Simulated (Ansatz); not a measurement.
Ligand exchange: GaH2(SH) + GeH3(SH) → GaH(SH)2 + GeH4

Gas-phase species: GaH2(SH), singlet; GeH3(SH), singlet; GaH(SH)2, singlet; GeH4 (germane) `[GeH4]`, singlet. The partners trade H for SH: Ga–H and Ge–SH bonds give way to Ga–SH and Ge–H.

Shapes, held fixed at every level: PBE0-D4/def2-TZVP. Flexible molecules stand in one conformer, not always the lowest. Programs: Ansatz 0.2.0. The zero-point and thermal change to 298 K, harmonic and unscaled (PBE0-D4/def2-TZVP), is +1.8 kJ/mol.

| level | kind | ΔH(298 K) (kJ/mol) | less CCSD(T)/def2-TZVPP |
| --- | --- | --- | --- |
| HF/def2-TZVPP | Hartree–Fock | -47.5 | +4.7 |
| r2SCAN-D4/def2-TZVPP | meta-GGA | -52.2 | 0.0 |
| BHLYP-D4/def2-TZVPP | global hybrid | -51.4 | +0.8 |
| r2SCAN0-D4/def2-TZVPP | global hybrid | -51.8 | +0.4 |
| wB97M-V/def2-TZVPP | range-separated hybrid | -48.7 | +3.5 |
| B2PLYP/def2-TZVPP | double hybrid | -50.7 | +1.5 |
| MP2/def2-TZVPP | perturbation theory | -53.1 | -0.9 |
| CCSD(T)/def2-TZVPP | coupled cluster or CI | -52.2 | 0.0 |

The highest level, CCSD(T)/def2-TZVPP, gives ΔH(298 K) = -52.2 kJ/mol; the levels span -53.1 to -47.5. The column of differences is taken from that level and isn't an error. No measured value is set beside it here. Relativity is left out for Ga, Ge. Outer-core shells of Ga, Ge are correlated, in sets that cover them unevenly.

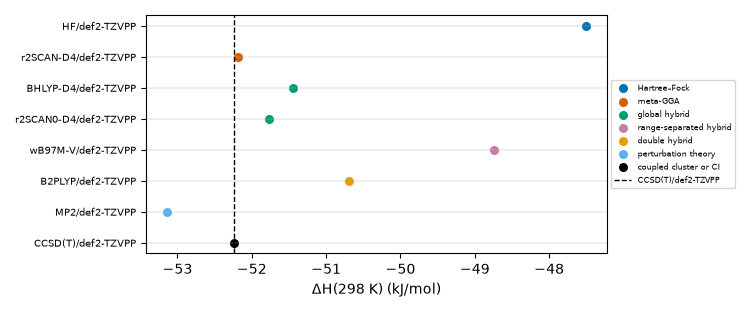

The values of the table, level by level.
